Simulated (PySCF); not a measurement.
# InF (SMILES [F][In]) at CCSDT/STO-6G

Aim: the vertical singlet–triplet gap of InF at CCSDT/STO-6G, from 2 runs. 

The results are computed with PySCF 2.14.0.

16 further runs of the same task are left out: 6 that didn't finish, 10 set aside as unsound or not needed.

### 1 The structure to begin with

InF has 2 atoms, charge 0, and is taken as a singlet. SMILES: `[F][In]`. Geometry: a GFN2-xTB relaxation, a rough one for these elements and not checked as a minimum.

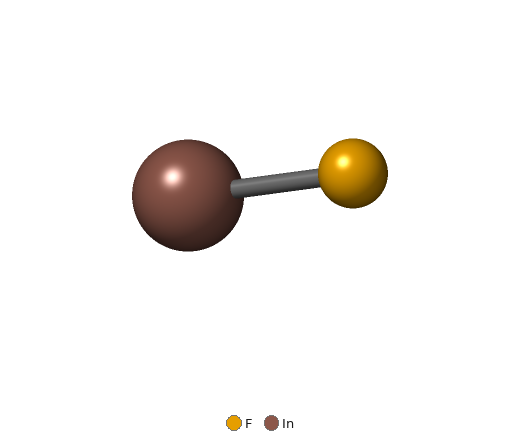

Viewed from a chosen angle; fluorine amber, indium brown.

### 2 The energy at CCSDT/STO-6G

input.xyz

```xyz
2

F      0.000000     0.000000     0.000000
In     0.000000     0.000000     2.025490
```

calc.py

```python
# InF
from pyscf import gto, scf, cc

molecule = gto.Mole()
molecule.atom = 'input.xyz'
molecule.spin = 0
molecule.basis = 'sto-6g'
molecule.verbose = 3
molecule.max_memory = 1860
molecule.build()

calc0 = scf.RHF(molecule)
calc0.conv_tol = 1e-10
calc0.kernel()
if not calc0.converged:
    calc0 = calc0.newton().run(calc0.mo_coeff, calc0.mo_occ)

mycc = cc.CCSDT(calc0, frozen=19)
mycc.kernel()
e_final = mycc.e_tot
print(f'total energy: {e_final:.8f} hartree')
```

The run is started by

```bash
$ OMP_NUM_THREADS=1 python calc.py
```

What it wrote:

```text
converged SCF energy = -5811.56266863631
_make_eris_incore_RCCSDT

WARN: A large `blksize` is being used, which may cause large memory consumption
      for storing contraction intermediates. If memory is sufficient, consider using
      `pyscf.cc.rccsdt_highm.RCCSDT` instead.

RCCSDT converged
E(RCCSDT) = -5811.634673689924   E_corr = -0.07200505361500827
E_corr(same-spin) = -0.0126935349131016
E_corr(oppo-spin) = -0.0593115187019067
total energy: -5811.63467369 hartree
```

It took 2.8 s on 1 thread of Arm Neoverse V1, shared host; peak memory 0.11 GiB.

### 3 The triplet

job.py

```python
from pyscf import gto, scf, cc

molecule = gto.M(
    atom='''
F      0.000000     0.000000     0.000000
In     0.000000     0.000000     3.827621
''',
    spin=2,
    verbose=3,
    basis='sto-6g',
    max_memory=1860,
    unit='bohr',
)

mf = scf.UHF(molecule)
mf.conv_tol = 1e-10
mf.kernel()
if not mf.converged:
    mf = mf.newton().run(mf.mo_coeff, mf.mo_occ)

mycc = cc.CCSDT(mf, frozen=19)
mycc.kernel()
e_final = mycc.e_tot
print(f'total energy: {e_final:.8f} hartree')
```

The run is started by

```bash
$ OMP_NUM_THREADS=1 python job.py
```

What it wrote:

```text
WARN: HOMO -0.246802092028736 >= LUMO -0.57470085065199

converged SCF energy = -5811.4960025476  <S^2> = 2.0062896  2S+1 = 3.0041901
_make_eris_incore_UCCSDT

WARN: A large `blksize_v_aaa` is being used, which may cause large memory consumption
      for storing contraction intermediates. If memory is sufficient, consider using
      `pyscf.cc.uccsdt_highm.UCCSDT` instead.

WARN: A large `blksize_v_aab` is being used, which may cause large memory consumption
      for storing contraction intermediates. If memory is sufficient, consider using
      `pyscf.cc.uccsdt_highm.UCCSDT` instead.

UCCSDT converged
E(UCCSDT) = -5811.544082357483   E_corr = -0.04807980988298154
E_corr(same-spin) = -0.00827840137126135
E_corr(oppo-spin) = -0.0398014085117202
total energy: -5811.54408236 hartree
```

It took 3.9 s on 1 thread of Arm Neoverse V1, shared host; peak memory 0.11 GiB.

### 4 Summary of results

At CCSDT/STO-6G, 19 core orbitals frozen:

| quantity | value |
| --- | --- |
| singlet: total energy | -5811.63467 Eh |
| singlet: dipole moment (Hartree–Fock density) | 0.98 D |
| singlet: HOMO energy (Hartree–Fock orbitals) | -4.30 eV |
| singlet: LUMO energy (Hartree–Fock orbitals) | 6.20 eV |
| singlet: HOMO–LUMO gap (Hartree–Fock orbitals) | 10.50 eV |
| singlet: correlation energy (19 core orbitals frozen) | -72.0 mEh |
| singlet: T1 diagnostic | 0.027 |
| triplet: total energy | -5811.54408 Eh |
| triplet: dipole moment (Hartree–Fock density) | 2.99 D |
| triplet: HOMO energy (Hartree–Fock orbitals) (highest over α and β) | -2.36 eV |
| triplet: LUMO energy (Hartree–Fock orbitals) (lowest over α and β) | 4.52 eV |
| triplet: correlation energy (19 core orbitals frozen) | -48.1 mEh |
| triplet: ⟨S²⟩ of the reference determinant | 2.006 |
| triplet: T1 diagnostic | 0.025 |
| vertical energy of the triplet above the singlet | 2.465 eV |

What this shows: At this shape the triplet lies 2.47 eV (238 kJ/mol) above the singlet. In a minimal basis such a difference can be off by several eV, whatever the method. The T1 diagnostic (singlet) of 0.027 is above the customary mark for such species, so a single reference may not serve. Relativity is left out (singlet) although the molecule holds a heavy atom. Relativity is left out (triplet) although the molecule holds a heavy atom.
